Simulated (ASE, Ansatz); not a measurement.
# Generalised stacking fault on (112) of a Nb-Li solid solution (54 atoms): a single point

What does DFT give for generalised stacking fault on (112) of a Nb-Li solid solution (54 atoms) as built?

Program: Ansatz 0.2.0. Level of theory: Kohn-Sham DFT, r2SCAN, PAW (set soft_2), plane waves. Results are calculated unless marked as measured.

## Step 1: Starting point

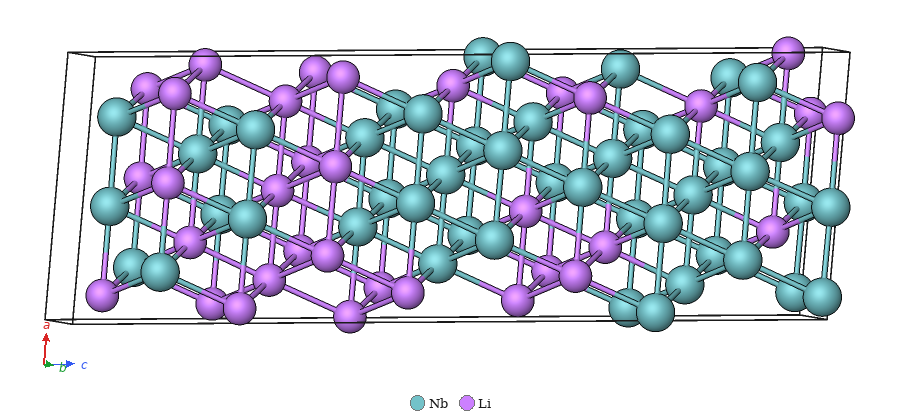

The cell as given, from the side, with the c axis across the page (niobium teal, lithium purple). Some periodic images of atoms are drawn too.

The cell holds 54 atoms: 30 Nb and 24 Li. Its edges and angles: a = 8.820 Å, b = 4.801 Å, c = 25.244 Å, α = 90.0°, β = 85.0°, γ = 90.0°. It derives from Nb and Li. Bcc Nb lattice (a = 3.3949 Å, the value set for the mixture), cell with z along [112], 3 x 1 x 3 periods; the third cell vector is tilted by 0.750 of 1/2<111> (its sense, twinning or antitwinning, isn't checked) and lengthened by 0.2 Å, so the cell holds one fault; displaced by a Gaussian of 0.01 Å; 24 of 54 Nb sites given to Li at random (lattice constant by Vegard's rule between Nb and Li).

What the set-up can't give: The cell is under 6 Å thick along one periodic direction, so every atom has periodic images of itself close by, which move with it and show among its neighbours and in g(r). The host structure and its lattice constant were typed by rule, without a check against the phase diagram.

## Step 2: Plane-wave single point

The electrons are solved once, with the atoms held.

File input.yaml:

```yaml
crystal:
  lattice:
    - [8.82021, 0.0, 0.0]
    - [0.0, 4.80111, 0.0]
    - [2.20505, 0.0, 25.14732]
  atoms:
    - { symbol: Nb, position: [0.42022, 0.99947, 0.99218] }
    - { symbol: Nb, position: [0.08429, 0.00111, 0.99115] }
    - { symbol: Li, position: [0.75315, 0.00176, 0.9917] }
    - { symbol: Nb, position: [0.76529, 0.49721, 0.05379] }
    - { symbol: Nb, position: [0.43143, 0.50134, 0.05439] }
    - { symbol: Li, position: [0.09816, 0.50079, 0.05474] }
    - { symbol: Li, position: [0.86076, 0.00146, 0.10948] }
    - { symbol: Li, position: [0.52673, 0.00013, 0.11046] }
    - { symbol: Nb, position: [0.19315, 0.99986, 0.11033] }
    - { symbol: Nb, position: [0.62606, 0.49904, 0.16508] }
    - { symbol: Li, position: [0.29457, 0.5014, 0.16508] }
    - { symbol: Li, position: [0.95844, 0.49827, 0.1651] }
    - { symbol: Nb, position: [0.72331, 0.99869, 0.22063] }
    - { symbol: Nb, position: [0.38974, 0.00201, 0.21994] }
    - { symbol: Li, position: [0.05518, 0.99825, 0.21994] }
    - { symbol: Li, position: [0.82043, 0.50004, 0.27551] }
    - { symbol: Li, position: [0.48641, 0.49971, 0.27512] }
    - { symbol: Li, position: [0.1522, 0.50076, 0.27439] }
    - { symbol: Li, position: [0.5838, 0.00071, 0.33064] }
    - { symbol: Li, position: [0.2507, 0.00508, 0.33017] }
    - { symbol: Li, position: [0.9182, 0.99838, 0.3307] }
    - { symbol: Nb, position: [0.68193, 0.50104, 0.38487] }
    - { symbol: Nb, position: [0.34889, 0.49757, 0.3858] }
    - { symbol: Li, position: [0.0132, 0.49898, 0.38556] }
    - { symbol: Nb, position: [0.7792, 0.00098, 0.44071] }
    - { symbol: Nb, position: [0.44496, 0.00081, 0.44102] }
    - { symbol: Li, position: [0.11057, 0.00361, 0.44099] }
    - { symbol: Nb, position: [0.54174, 0.501, 0.49625] }
    - { symbol: Nb, position: [0.20897, 0.4988, 0.49601] }
    - { symbol: Li, position: [0.87473, 0.50142, 0.49596] }
    - { symbol: Nb, position: [0.64017, 0.99869, 0.55094] }
    - { symbol: Nb, position: [0.30544, 0.00473, 0.54988] }
    - { symbol: Nb, position: [0.9732, 0.00037, 0.55086] }
    - { symbol: Nb, position: [0.73757, 0.50211, 0.60604] }
    - { symbol: Li, position: [0.40328, 0.50218, 0.6064] }
    - { symbol: Li, position: [0.06974, 0.50218, 0.60614] }
    - { symbol: Nb, position: [0.50061, 0.99371, 0.6612] }
    - { symbol: Li, position: [0.16866, 0.99922, 0.66148] }
    - { symbol: Li, position: [0.83492, 0.00199, 0.66046] }
    - { symbol: Nb, position: [0.59901, 0.49864, 0.71581] }
    - { symbol: Li, position: [0.2673, 0.50163, 0.71604] }
    - { symbol: Nb, position: [0.93321, 0.50192, 0.71598] }
    - { symbol: Nb, position: [0.69707, 0.99908, 0.77107] }
    - { symbol: Nb, position: [0.36341, 0.99828, 0.77183] }
    - { symbol: Nb, position: [0.03083, 0.00102, 0.77176] }
    - { symbol: Nb, position: [0.46069, 0.50165, 0.82658] }
    - { symbol: Nb, position: [0.12483, 0.50277, 0.82574] }
    - { symbol: Li, position: [0.79293, 0.50352, 0.82697] }
    - { symbol: Nb, position: [0.55597, 0.00143, 0.88108] }
    - { symbol: Nb, position: [0.22475, 0.00151, 0.88147] }
    - { symbol: Nb, position: [0.88882, 0.00062, 0.88076] }
    - { symbol: Nb, position: [0.65472, 0.49809, 0.93645] }
    - { symbol: Li, position: [0.3205, 0.50147, 0.93643] }
    - { symbol: Li, position: [0.98806, 0.50072, 0.93671] }
kpoints:
  mp_grid: { grid: [2, 4, 1] }
hamiltonian:
  xc: r2scan
scf:
  occupations: { method: fermi_dirac, width: 0.1 }
output:
  forces: true
  stress: true
  populations: true
  dos:
    method: { smearing: { sigma: 0.1 } }
    de: 0.1
    projected: { site_lists: { Li: [Li], Nb: [Nb] } }
  eigenvalues: true
  write_density: true
  write_potential: true
  volumetric_format: npy
```

Run with:

```bash
> ansatz run input.yaml --threads 8 --pin off --max-ram 15872MiB --backend cpu --events-out ev --progress --plain --runs-dir out
```

The program printed:

```text
Engine: ansatz 0.2.0, aarch64-unknown-linux-gnu
Pseudopotentials: kind: paw
Pseudopotential: Nb, paw, valence charge 13, recommended cutoff 500 eV (meta_gga), Nb.paw.azcp
Pseudopotential: Li, paw, valence charge 3, recommended cutoff 500 eV (meta_gga), Li.paw.azcp
[... 6 lines on functional and potentials left out ...]
Crystal: 54 atoms, lattice volume = 1064.908 Å³
Basis set: ecut = 500 eV, 27063 PW (Γ), exchange–correlation on 288×144×768 points (64 copies of the dense FFT grid, shifted against one another)
Bands: 285, of which v1, the nominal top of the filled ones, is band 231 counted from 1 (230 counted from 0)
Symmetry: 1 space group operations
Space group: P1 (ITA 1), of the structure as read, at distance tolerance 1.0e-4 Å
k-points: 6 of 8 (time reversal used)
[... 6 lines on functional and potentials left out ...]
Initial density: superposition of atomic densities (neutral atoms: chi_scale 0, normalization atom), corrected by the library's trained network
Initial wavefunctions: pseudopotential atomic-orbital guess
Functional: x = r2scan, c = r2scan; τ floored in thin density (d = 2e-4 eV/Å³)
SCF iter   1: F=—  HF=-141801.100126 eV  |F-HF|=—  |Δ(HF+E_count)|=         —  Δρ=1.19e-2  dr2=4.41e1  dr2_τ=4.63e-1  ethr=1.77e-3  ⟨swp⟩=10.7  Hψ=7739  notcnv=0
preconditioner: auto → Kerker (q_TF=auto, 2.374 Å⁻¹)  [metal: Δε(μ)=0.009 eV  Ē_g=2.708 eV  σ=0.100 eV  W_gap=0.02  n_scr=240 (ndim 8)  ℏωp=15.0 eV  f_vac=0.000  D(μ)=61.00/eV (n_scr^D=610)]
SCF iter   2: F=—  HF=-141801.144580 eV  |F-HF|=—  |Δ(HF+E_count)|=   4.45e-2  Δρ=8.58e-3  dr2=1.11e1  dr2_τ=3.38e-1  ethr=1.77e-3  ⟨swp⟩=2.5  Hψ=2148  notcnv=0
SCF iter   3: F=—  HF=-141801.084463 eV  |F-HF|=—  |Δ(HF+E_count)|=   6.01e-2  Δρ=3.86e-3  dr2=1.78e0  dr2_τ=2.22e-2  ethr=1.77e-3  ⟨swp⟩=1.0  Hψ=1710  notcnv=0
SCF iter   4: F=—  HF=-141801.097709 eV  |F-HF|=—  |Δ(HF+E_count)|=   1.32e-2  Δρ=3.45e-3  dr2=8.25e-1  dr2_τ=3.62e-2  ethr=3.86e-4  ⟨swp⟩=1.0  Hψ=1710  notcnv=0
SCF iter   5: F=—  HF=-141801.078870 eV  |F-HF|=—  |Δ(HF+E_count)|=   1.88e-2  Δρ=8.93e-4  dr2=8.03e-2  dr2_τ=2.30e-3  ethr=1.79e-4  ⟨swp⟩=1.0  Hψ=1710  notcnv=0
SCF iter   6: F=—  HF=-141801.079850 eV  |F-HF|=—  |Δ(HF+E_count)|=   9.81e-4  Δρ=6.35e-4  dr2=1.52e-2  dr2_τ=1.27e-3  ethr=1.74e-5  ⟨swp⟩=1.0  Hψ=1710  notcnv=0
SCF iter   7: F=—  HF=-141801.079903 eV  |F-HF|=—  |Δ(HF+E_count)|=   5.25e-5  Δρ=2.97e-4  dr2=4.35e-3  dr2_τ=2.69e-4  ethr=3.28e-6  ⟨swp⟩=2.0  Hψ=1949  notcnv=0
SCF iter   8: F=—  HF=-141801.079983 eV  |F-HF|=—  |Δ(HF+E_count)|=   8.03e-5  Δρ=1.76e-4  dr2=2.59e-3  dr2_τ=4.58e-5  ethr=9.41e-7  ⟨swp⟩=1.2  Hψ=1711  notcnv=0
SCF iter   9: F=—  HF=-141801.080064 eV  |F-HF|=—  |Δ(HF+E_count)|=   8.12e-5  Δρ=1.43e-4  dr2=1.75e-3  dr2_τ=7.72e-5  ethr=5.61e-7  ⟨swp⟩=1.5  Hψ=1739  notcnv=0
[...]
SCF iter  13: F=—  HF=-141801.081539 eV  |F-HF|=—  |Δ(HF+E_count)|=   6.27e-7  Δρ=8.76e-6  dr2=4.85e-6  dr2_τ=1.97e-7  ethr=2.88e-9  ⟨swp⟩=2.0  Hψ=1980  notcnv=0
SCF iter  14: F=—  HF=-141801.081539 eV  |F-HF|=—  |Δ(HF+E_count)|=   7.33e-9  Δρ=4.99e-6  dr2=2.42e-6  dr2_τ=7.62e-8  ethr=1.05e-9  ⟨swp⟩=1.5  Hψ=1713  notcnv=0
SCF iter  15: F=—  HF=-141801.081539 eV  |F-HF|=—  |Δ(HF+E_count)|=   5.30e-9  Δρ=2.51e-6  dr2=1.38e-7  dr2_τ=7.85e-9  ethr=5.24e-10  ⟨swp⟩=1.2  Hψ=1754  notcnv=0
SCF iter  16: F=—  HF=-141801.081539 eV  |F-HF|=—  |Δ(HF+E_count)|=   3.38e-8  Δρ=2.29e-6  dr2=2.54e-7  dr2_τ=1.18e-8  ethr=2.16e-11  ⟨swp⟩=10.5  Hψ=9378  notcnv=0
SCF iter  17: F=-141801.081539 eV  HF=-141801.081539 eV  |F-HF|=6.75e-8  |Δ(HF+E_count)|=  3.78e-10  Δρ=1.38e-6  dr2=8.23e-8  dr2_τ=4.20e-9  ethr=2.16e-11  ⟨swp⟩=5.7  Hψ=8910  notcnv=0
SCF 1 converged in 17 iterations: F = -141801.081539 eV  dr2 = 8.23e-8
[...]
SCF converged after 17 iterations
Free energy (F): -141801.081539 eV
Harris-Foulkes:  -141801.081539 eV  (|F-HF|=6.75e-8)
Internal energy: -141799.085450 eV  (E = F + TS)
E sigma→0 (E₀):  -141800.083495 eV
Entropy (-TS):   -1.996088 eV (-36.965 meV/atom)
Fermi energy:    9.189052 eV
--- Per-component energies (eV) ---
  E_band       = -7392.912276
  E_kinetic    = 12165.085911
  E_local      = -53384.056109  (includes V_loc(G=0)·N_el)
  E_nonlocal   = 2804.971352
  E_hartree    = 20750.387178
  E_xc         = -5245.526671
  E_vxc        = -7323.774641  (∫ρ·V_xc dr)
  E_paw        = -93227.213889  (= ΣΔE_a)
  E_vpaw       = -3620.535187  (= ΣTr[D̂ρ^β])
  E_aug_tail   = -0.002354  (compensation charges beyond the density's cutoff)
  E_vtau       = 464.610556  (kinetic-family band-sum trace: ∫τ·v_τ [+ j·A + Jᵃ·Aᵃ] dr)
  E_ewald      = -25656.957947
  E_core_change = -5.772921  (= ΣΔE_core)
  E_smearing   = -1.996088  (= −TS)
  E_closure    = 0.000000  (closes the sum)
  Σ components = -141801.081539   (vs F -141801.081539, Δ=0.00e0)
--- Forces (eV/Å), atoms counted from 1 ---
  atom   1  Nb    -0.31635273     0.03434832     0.14115489
  atom   2  Nb     0.85167124    -0.01111801     0.32349601
  atom   3  Li    -0.15456010    -0.07051746     0.00872913
  atom   4  Nb    -1.35599325     0.09053819    -0.20332867
  atom   5  Nb     0.57281756    -0.03443437    -0.24895782
  atom   6  Li     0.10403772    -0.00343381    -0.01677153
  atom   7  Li    -0.11405953    -0.04187386     0.00465952
  atom   8  Li     0.38233482     0.00142122    -0.23682569
[...]
atom  13  Nb    -2.14350682     0.01745468    -1.13769205
  atom  14  Nb     1.88190706    -0.01214199    -1.23854265
[...]
atom  53  Li    -0.22853765    -0.01231603     0.28798200
  atom  54  Li     0.09492949     0.00179382     0.15755899
  max |Σ_I F_I| component: 5.60e-5 eV/Å
--- Stress (GPa, compression-positive) ---
      -11.870605       0.031590       0.319035
        0.031590      -9.747473       0.044905
        0.319035       0.044905     -10.728862
  P = ⅓ Tr σ = -10.7823 GPa (-107.823 kbar)
--- Band table (eV; the first three rows and the last of 6) ---
  k-point 0: bands = ["-47.8178", "-47.7016", "-47.6368", "-47.6159", [... 269 levels ...], "11.1048", "11.1225", "11.2016", "11.2916", "11.2975", "11.3293", "11.3989", "11.4370", "11.4844", "11.4993", "11.6070", "11.6421"]
[...]
--- Löwdin populations: 54 sites ---
  site symbol       q [e]
     0     Nb     13.0264
     1     Nb     13.1973
     2     Li      2.6388
[...]
53     Li      2.6506
  spilling = 0.008907 (of n_electrons = 462.000000)
```

Elapsed: 2 min, on 8 threads of Arm Neoverse V2, shared host; peak memory 8.6 GiB; 16 min of CPU time.

Numbers from this run:

| Quantity | Value |
| --- | --- |
| free energy | -141801.0815 eV |
| free energy per atom | -2625.9460 eV/atom |
| SCF cycles | 17 |
| pressure | -10.78 GPa |
| r.m.s. force component | 0.5063 eV/Å |
| longest force | 2.576 eV/Å |
| Fermi energy | 9.189 eV |
| levels partly filled by over 2 per cent | 132 |
| spilling of the projection | 0.008907 |

Length of the force by element:

| element | coordination | atoms | mean length of the force (eV/Å) | spread | least | most |
| --- | --- | --- | --- | --- | --- | --- |
| Li | all | 24 | 0.221 | 0.102 | 0.0739 | 0.450 |
| Nb | all | 30 | 0.907 | 0.717 | 0.141 | 2.58 |

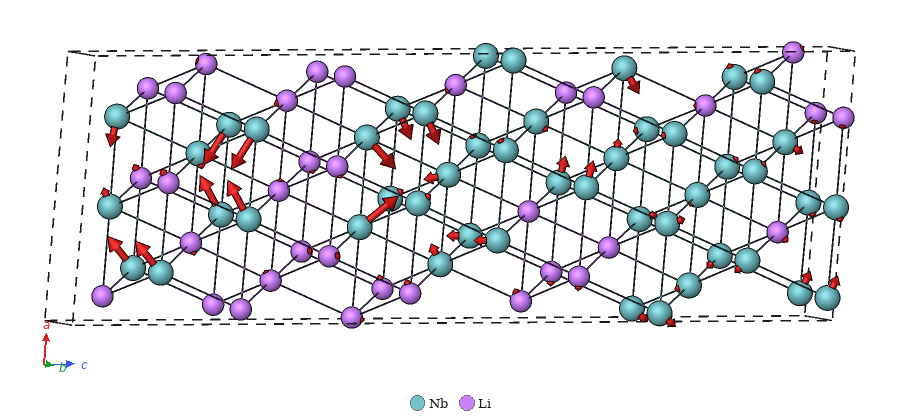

Forces as arrows; the longest in the cell is 2.58 eV/Å. Some periodic images of atoms are drawn too.

Density of states as counts of states in windows of 1 eV (from the Fermi level), total and the larger projections:

| from (eV) | to (eV) | total | Nb d | Nb s | Li s |
| --- | --- | --- | --- | --- | --- |
| -14 | -6 | 0.0 | 0.0 | 0.0 | 0.0 |
| -6 | -5 | 0.9 | 0.0 | 0.7 | 0.2 |
| -5 | -4 | 5.2 | 0.2 | 3.7 | 1.2 |
| -4 | -3 | 12.6 | 2.8 | 7.0 | 2.6 |
| -3 | -2 | 34.9 | 23.3 | 6.7 | 4.3 |
| -2 | -1 | 58.8 | 49.5 | 3.8 | 4.1 |
| -1 | 0 | 64.9 | 55.0 | 3.0 | 3.5 |
| 0 | 1 | 48.3 | 38.1 | 2.6 | 2.6 |

About 285 of the 462 electrons lie in deeper levels, below the stored range.

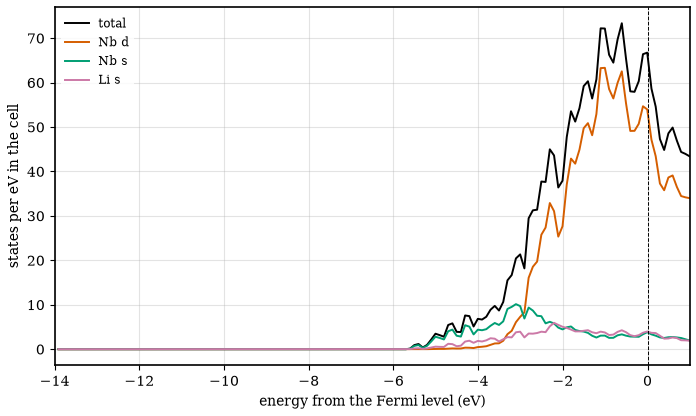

Total and projected density of states, with the broadening of the input.

The levels nearest the highest filled one (over half full), pooled over k-points and spins:

| level less the highest filled one (eV) | occupation |
| --- | --- |
| -0.0162 | 1.08 |
| -0.0125 | 1.06 |
| -0.0103 | 1.05 |
| -0.008 | 1.04 |
| -0.0025 | 1.01 |
| 0 | 1.00 |
| 0.0121 | 0.942 |
| 0.0166 | 0.92 |
| 0.0214 | 0.896 |
| 0.0331 | 0.839 |
| 0.0348 | 0.83 |
| 0.0483 | 0.765 |

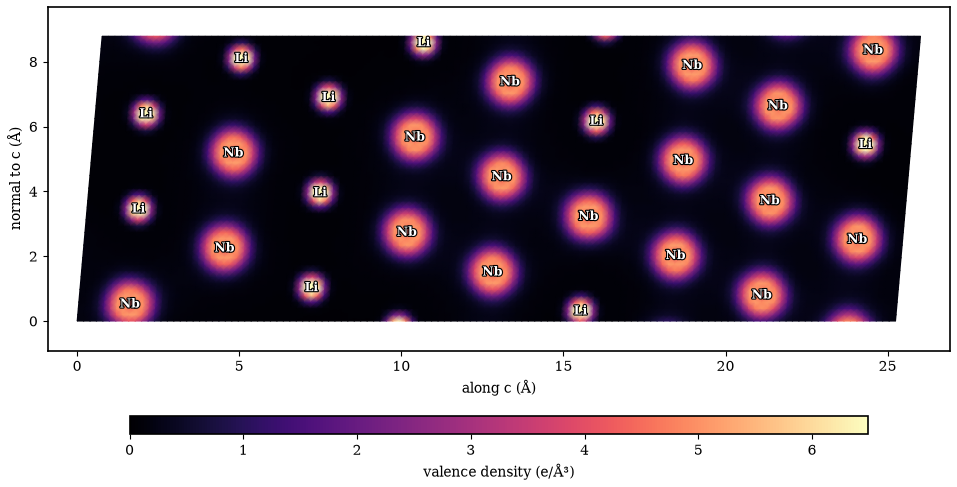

Valence density in the ca plane at fractional y = 0.000, with atoms of Nb and Li within 0.2 Å of it. It is the smooth field of the valence electrons, not physical close to the nuclei. The map starts off the cell's origin, so that atoms lie inside it.

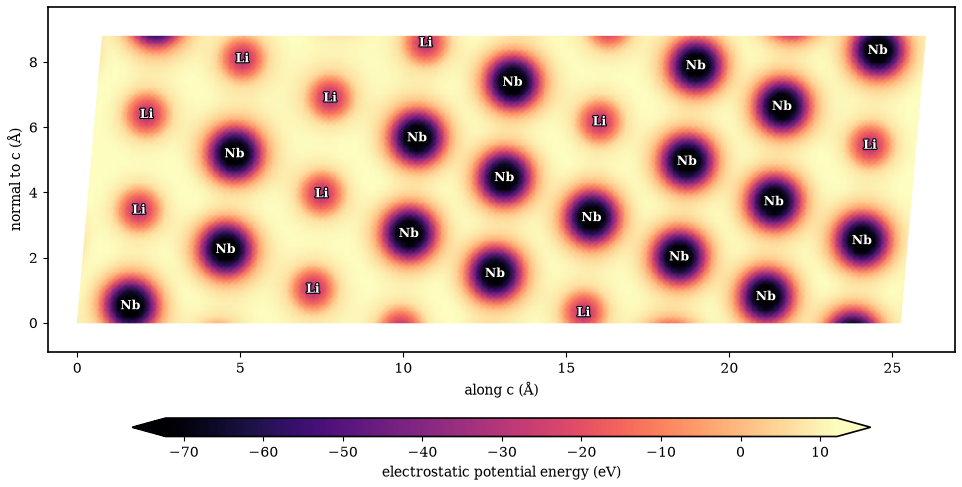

Electrostatic potential energy in the ca plane at fractional y = 0.000, with atoms of Nb and Li within 0.2 Å of it. With pseudopotentials it is smooth inside the atoms' cores, unlike the true potential. The map starts off the cell's origin, so that atoms lie inside it.

Within 0.4 eV of the Fermi level the largest share is Nb d (87 % of the projected weight).

## Step 3: Local order

Bonds and neighbours are counted at the geometry of the runs.

Density 4.61 g/cm³, 19.72 Å³ an atom.

g(r), total and by pair (bins of 0.2 Å):

| r (Å) | total | Nb-Nb | Nb-Li | Li-Li |
| --- | --- | --- | --- | --- |
| 2.80 | 0.25 | 0.34 | 0.28 | 0.00 |
| 3.00 | 6.85 | 6.55 | 7.10 | 6.65 |
| 3.20 | 0.17 | 0.18 | 0.11 | 0.29 |
| 3.40 | 3.94 | 4.25 | 3.47 | 4.61 |
| 3.60 | 0.00 | 0.00 | 0.00 | 0.00 |
| 3.80 | 0.00 | 0.00 | 0.00 | 0.00 |
| 4.00 | 0.11 | 0.12 | 0.15 | 0.00 |
| 4.20 | 0.06 | 0.10 | 0.00 | 0.16 |
| 4.40 | 0.03 | 0.10 | 0.00 | 0.00 |
| 4.60 | 0.00 | 0.00 | 0.00 | 0.00 |
| 4.80 | 3.70 | 4.53 | 2.66 | 5.02 |
| 5.00 | 0.22 | 0.15 | 0.30 | 0.12 |
| 5.20 | 0.06 | 0.00 | 0.11 | 0.00 |
| 5.40 | 0.19 | 0.19 | 0.18 | 0.20 |
| 5.60 | 5.34 | 5.11 | 5.62 | 5.02 |
| 5.80 | 1.76 | 1.84 | 1.66 | 1.89 |
| 6.00 | 0.17 | 0.16 | 0.15 | 0.21 |
| 6.20 | 0.14 | 0.20 | 0.06 | 0.23 |
| 6.40 | 0.13 | 0.16 | 0.12 | 0.11 |
| 6.60 | 0.08 | 0.11 | 0.05 | 0.10 |
| 6.80 | 0.91 | 0.88 | 0.97 | 0.80 |
| 7.00 | 0.07 | 0.00 | 0.14 | 0.00 |
| 7.20 | 0.11 | 0.15 | 0.06 | 0.17 |
| 7.40 | 3.12 | 3.06 | 3.17 | 3.09 |
| 7.60 | 3.00 | 2.98 | 3.03 | 2.98 |
| 7.80 | 0.16 | 0.17 | 0.16 | 0.17 |

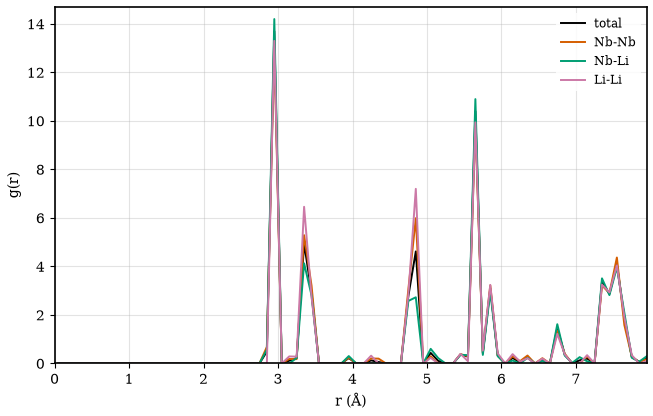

Pair distribution functions.

A closer look about Nb23, which bears the longest force: 9 atoms, nearest first, numbered in the order of the input, with positions taken from that point.

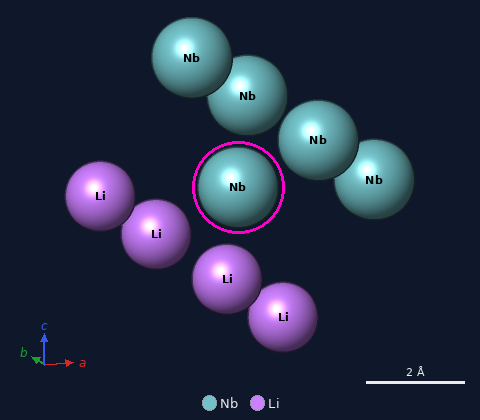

The atoms of the table, within 3.0 Å (arrows a, b, c point along x, y, z); some may hide others; the central atom is ringed.

| atom | x | y | z | distance (Å) | Fx | Fy | Fz (eV/Å) |
| --- | --- | --- | --- | --- | --- | --- | --- |
| Nb23 | 0.00 | 0.00 | 0.00 | 0.00 | 1.77 | 0.09 | 1.87 |
| Li20 | -0.99 | -2.36 | -1.40 | 2.92 | 0.02 | -0.08 | 0.17 |
| Nb26 | 0.97 | -2.38 | 1.39 | 2.93 | 0.23 | 0.00 | 0.28 |
| Nb22 | 2.94 | 0.02 | -0.02 | 2.94 | -1.45 | -0.02 | 1.60 |
| Nb29 | -0.99 | 0.01 | 2.77 | 2.94 | 0.71 | 0.02 | -0.40 |
| Li17 | 0.97 | 0.01 | -2.78 | 2.95 | 0.23 | 0.02 | 0.00 |
| Nb26 | 0.97 | 2.42 | 1.39 | 2.95 | 0.23 | 0.00 | 0.28 |
| Li24 | -2.96 | 0.01 | -0.01 | 2.96 | -0.04 | 0.02 | 0.24 |
| Li20 | -0.99 | 2.44 | -1.40 | 2.98 | 0.02 | -0.08 | 0.17 |

## Step 4: Summary of results

* free energy per atom: -2625.9460 eV/atom
* density: 4.606 g/cm³
* pressure: -10.78 GPa
* r.m.s. force component: 0.5063 eV/Å
* wall time of the 1 DFT run: 2 min

What this shows: 132 levels are partly filled, by over 2 % (on the run's k-points), as in a metal.

What to keep in mind: The geometry was built by rule, was displaced at random and isn't relaxed at this level: its force components are 0.51 eV/Å r.m.s. The pressure of -11 GPa means that a free cell would contract at this level.

[Logs are printed without paths, hosts, clocks, repeated set-up lines and the standing remarks that a program may print on its own settings, such as how far it seeks lower states.]

[Hosts, paths, dates, database ids (printed as entryN), source tags and the programs' standing remarks are cut or masked in the printed files.]
